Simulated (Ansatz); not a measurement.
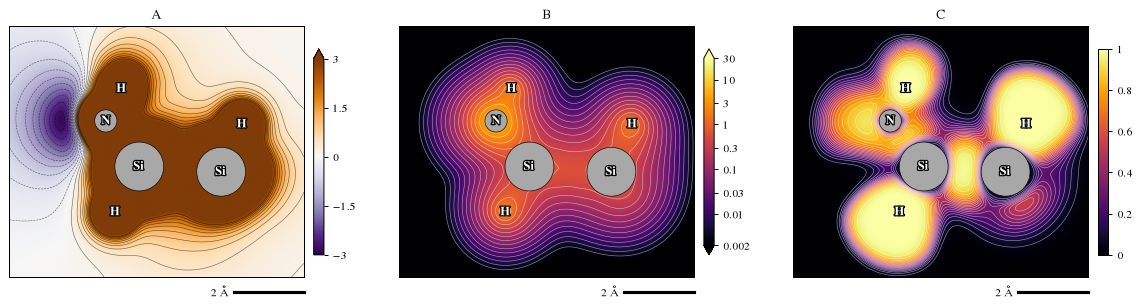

H$_{5}$NSi$_{2}$···H$_{2}$O: 3 fields on the plane of atoms H5, Si1 and Si6, with unlabelled colour scales. Grey discs cover the atomic cores.

These are results of Ansatz 0.2.0, RKS r2SCAN-D4/def2-mTZVP, not measurements.

```xyz
11

Si    0.4312    0.0573   -0.8073
O    -0.4029    2.1424    1.2793
N     1.8383    0.5938   -0.2117
H     0.5293    2.0632    1.0153
H    -0.1867    0.9209   -1.8459
Si   -0.7759   -1.8955   -0.2996
H    -0.6605    3.0244    0.9777
H     2.3288    0.0247    0.4763
H    -0.7918   -2.8074   -1.4782
H    -2.1791   -1.5390    0.0451
H    -0.1310   -2.5847    0.8491
```

Q: The panels show electron density, electron localisation function and electrostatic potential in some order. Assign them.

A: Panel A: electrostatic potential (strongly positive close to the atoms, with negative regions outside electron-rich atoms). Panel B: electron density. Panel C: electron localisation function. From the grid: Si–N (1.62 Å): ρ is about 1.3 e/Å³ halfway; the ELF peaks at about 0.90 between the atoms (a polar covalent bond). Si–Si (2.35 Å): ρ is about 0.6 e/Å³ halfway; the ELF peaks at about 1 between the atoms (a covalent bond).
